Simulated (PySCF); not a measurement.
# Ti¹⁹⁺: dipole response in even-tempered 19s8p6d5f4g

Aim: the static polarisability and the C₆ coefficient of Ti¹⁹⁺, method by method.

Program: PySCF 2.14.0. Level of theory: unrestricted determinants in a Gaussian basis, no spin-orbit coupling in the energies. These are calculated values, not measurements, unless marked.

## 1. The system

```
Element     : titanium (Z = 22)
Basis       : an uncontracted even-tempered set (19 s from 3.8 bohr⁻², ratio 2.2; 8 p from 6 bohr⁻², ratio 2.4; 6 d from 18 bohr⁻², ratio 2.4; 5 f from 27 bohr⁻², ratio 2.4; 4 g from 40 bohr⁻², ratio 2.4)
Hamiltonian : the spin-free X2C one-electron Hamiltonian (Gaussian nucleus)
State 1     : Ti¹⁹⁺: [He] 2s1, 2S determinant
Methods     : UHF, PBE0
```

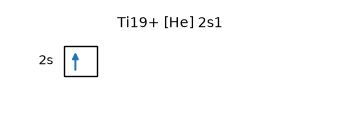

Occupation of the outer shells (arrows by Hund's rule).

The runs were made by one driver on top of PySCF. The scripts below sum up each run's settings (the driver also hands on starting orbitals that pick excited configurations, and frozen orbitals as a list rather than a count), and the logs come from the driver's own runs. The driver starts from symmetry-adapted Hartree-Fock orbitals, holds the occupation by maximum overlap and uses a logarithmic radial grid for functionals, so a plain start would take other cycles.

The integrals over 144 functions and the set-up took 1.1 s of CPU time.

## 2. Ti¹⁹⁺

UHF:

input.py

```python
from pyscf import gto, scf, dft, mp, cc
mol = gto.M(atom="Ti 0 0 0", charge=19, spin=1, symmetry="D2h",
            basis=gto.etbs([(0, 19, 3.8, 2.2), (1, 8, 6, 2.4), (2, 6, 18, 2.4), (3, 5, 27, 2.4), (4, 4, 40, 2.4)]),
            nucmod="G")
mf = scf.UHF(mol).sfx2c1e()
mf.irrep_nelec = {'Ag': (2, 1)}
mf.kernel()
```

Log:

```text
damping factor = 0
level_shift factor = 0
DIIS = <class 'pyscf.scf.diis.CDIIS'>
diis_start_cycle = 1
diis_space = 10
diis_damp = 0
SCF conv_tol = 1e-09
SCF conv_tol_grad = None
number electrons alpha = 2  beta = 1
cycle= 1 E= -525.707906797295  delta_E= -4.55e-13  |g|= 2.83e-08  |ddm|= 3.77e-08
converged SCF energy = -525.707906797295  <S^2> = 0.75000152  2S+1 = 2.0000015
```

CPU time 25 s on a shared host, the integrals not counted.

Orbital energies by shell (radii are means over both spins):

| shell | electrons | mean orbital energy (eV) | spread (eV) | rms radius (bohr) |
| --- | --- | --- | --- | --- |
| 1s α | 1 | -6145.8 | 0 | 0.0794 |
| 1s β | 1 | -6133.3 | 0 | 0.0794 |
| 2s α | 1 | -1425.5 | 0 | 0.310 |

⟨S²⟩ = 0.750, ⟨L²⟩ = 0.00.

The driver then solved the coupled dipole response at imaginary frequencies: mean α = 0.02641 bohr³, C₆ = 0.0009195 au for a like pair.

PBE0:

Changes to input.py:

```diff
@@ -4,3 +4,3 @@
             nucmod="G")
-mf = scf.UHF(mol).sfx2c1e()
+mf = dft.UKS(mol, xc="PBE0").sfx2c1e()
 mf.irrep_nelec = {'Ag': (2, 1)}
```

Log:

```text
damping factor = 0
level_shift factor = 0
DIIS = <class 'pyscf.scf.diis.CDIIS'>
diis_start_cycle = 1
diis_space = 10
diis_damp = 0
SCF conv_tol = 1e-09
SCF conv_tol_grad = None
number electrons alpha = 2  beta = 1
XC functionals = PBE0
    C. Adamo and V. Barone.,  J. Chem. Phys. 110, 6158 (1999)
    M. Ernzerhof and G. E. Scuseria.,  J. Chem. Phys. 110, 5029 (1999)
cycle= 1 E= -525.623107413074  delta_E= -0.0013  |g|= 0.00543  |ddm|= 0.0137
cycle= 2 E= -525.623107483063  delta_E= -7e-08  |g|= 6.72e-05  |ddm|= 9.71e-05
cycle= 3 E= -525.623107483079  delta_E= -1.58e-11  |g|= 9.19e-07  |ddm|= 1.5e-06
converged SCF energy = -525.623107483079  <S^2> = 0.75000019  2S+1 = 2.0000002
```

CPU time 27 s on a shared host, the integrals not counted.

The driver then solved the coupled dipole response at imaginary frequencies: mean α = 0.02477 bohr³, C₆ = 0.0008431 au for a like pair.

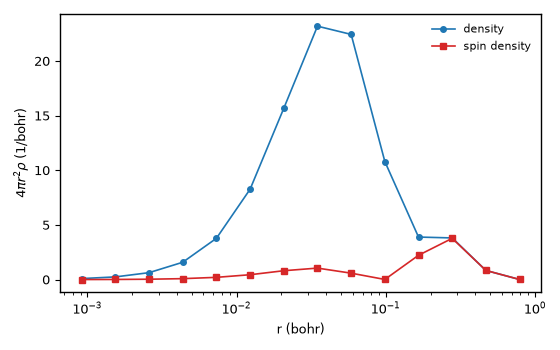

Radial density 4πr²ρ of Ti¹⁹⁺ at UHF, at 14 stored radii joined by straight lines.

## 3. Polarisabilities and C₆

Ti¹⁹⁺, in atomic units:

| method | mean α | C₆ (like pair) | S(−4) |
| --- | --- | --- | --- |
| UHF | 0.02641 | 0.0009195 | 0.009258 |
| PBE0 | 0.02477 | 0.0008431 | 0.008027 |

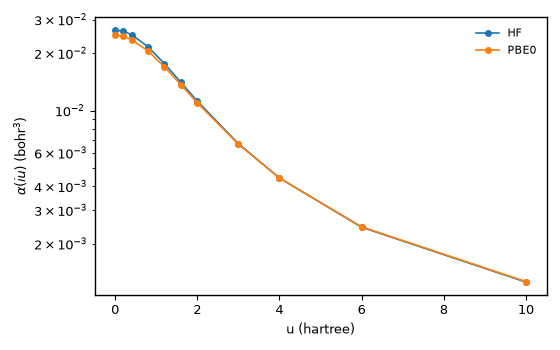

α(iu) of Ti¹⁹⁺, the polarisability at imaginary frequency, on a logarithmic scale.

## 4. What came out

| quantity | value |
| --- | --- |
| α of Ti¹⁹⁺ | 0.02477 (PBE0) to 0.02641 (UHF) bohr³ |

What this shows: A single London oscillator with the computed α and C₆ of Ti¹⁹⁺ at UHF would have ω = 4 C₆ / (3 α²) = 1.76 hartree. The basis is finite, and no extrapolation was made.
